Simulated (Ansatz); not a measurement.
# NS (charge -1): test of scalar relativity in Python

A script is to give a test of scalar relativity; the system is NS (charge -1).

Computed with the Python package of Ansatz 0.2.0. The levels of theory stand in the script.

## (1) The system

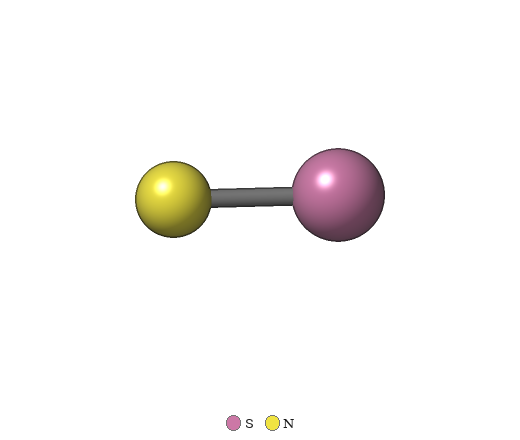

The starting structure, viewed from a chosen angle; sulfur pink, nitrogen yellow.

The script holds or builds the structure itself.

## (2) The code

File ns.py:

```python
import logging
import sys

import ansatz as az
import numpy as np

logging.basicConfig(stream=sys.stdout, format="%(name)s: %(message)s")
log = logging.getLogger("ansatz_job")
log.setLevel(logging.INFO)

GEOMETRY = """
S     0.00000    0.00000    0.00000
N     0.00000    0.00000    1.74000
"""


def main() -> None:
    molecule = az.Crystal.molecule()
    for line in GEOMETRY.strip().splitlines():
        symbol, *xyz = line.split()
        molecule = molecule.atom(symbol, [float(v) for v in xyz])

    setup = molecule.calculation().functional("hf").charge(-1).spin("collinear", total=2).forces()
    sets = {"none": "cc-pVTZ", "scalar": "cc-pVTZ-DK"}
    found = {kind: setup.basis(gaussian=basis).pseudopotentials(relativity=kind).run(threads=1).report for kind, basis in sets.items()}
    for kind, each in found.items():
        dipole = 4.803205 * np.linalg.norm(each["charge_distribution"]["dipole_moment_e_ang"])
        log.info(f"{kind:7s} E = {each['free_energy_ev']:.4f} eV  dipole {dipole:.3f} D  largest force component {np.abs(each['forces_ev_ang']).max():.4f} eV/A")
    log.info(f"relativity lowers the total energy by {found['none']['free_energy_ev'] - found['scalar']['free_energy_ev']:.3f} eV")


if __name__ == "__main__":
    main()
```

## (3) The calls as engine input

The engine receives this input (first run):

```yaml
crystal:
  periodic: [false, false, false]
  atoms:
    - { symbol: S, position_ang: [0.0, 0.0, 0.0] }
    - { symbol: "N", position_ang: [0.0, 0.0, 1.74] }
basis:
  gaussian:
    orbitals: cc-pVTZ
hamiltonian:
  xc: hf
  pseudopotentials:
    relativity: none
magnetization:
  spin_polarized: true
  initial_magnetization: 2.0
total_charge: -1.0
output:
  forces: true
```

## (4) Launch

Launch:

```sh
python ns.py
```

What it wrote:

```text
ansatz_job: none    E = -12298.9726 eV  dipole 0.262 D  largest force component 2.3304 eV/A
ansatz_job: scalar  E = -12329.1642 eV  dipole 0.271 D  largest force component 2.3128 eV/A
ansatz_job: relativity lowers the total energy by 30.192 eV
```

Run time: 1.2 s. Hardware: 1 thread of Arm Neoverse V2, shared host; peak memory 0.16 GiB.

## (5) What changed from run to run

The engine's inputs for the other runs:

Run 2, against run 1:

```diff
@@ -8 +8 @@
-    orbitals: cc-pVTZ
+    orbitals: cc-pVTZ-DK
@@ -12 +12 @@
-    relativity: none
+    relativity: scalar
```

## (6) Run by run

The 2 runs, in the order started:

| run | basis | relativity | energy (eV) | <S²> | SCF cycles | CPU time (s) |
| --- | --- | --- | --- | --- | --- | --- |
| 1 | cc-pVTZ | none | -12298.9726 | 2.05 | 18 | 0.38 |
| 2 | cc-pVTZ-DK | scalar | -12329.1642 | 2.05 | 18 | 0.41 |

## (7) Results

| quantity | value |
| --- | --- |
| relativistic lowering of the total energy | 30.192 eV |
| runs compared | 2 |

**Reading.** Both runs converged. Reading the output:
- The geometry is a force-field or estimated start, not a minimum of this method. The basis set changes with the Hamiltonian (a set recontracted for scalar relativity), and most of the change in the total lies in the cores.
- The species is open-shell (spin multiplicity 3).
- An ion's dipole depends on the origin; the program takes it about the centre of nuclear charge.
- The spin state was assumed, and another may lie lower.
- Anions want diffuse functions, which this basis lacks. The dipole of an ion depends on the origin.
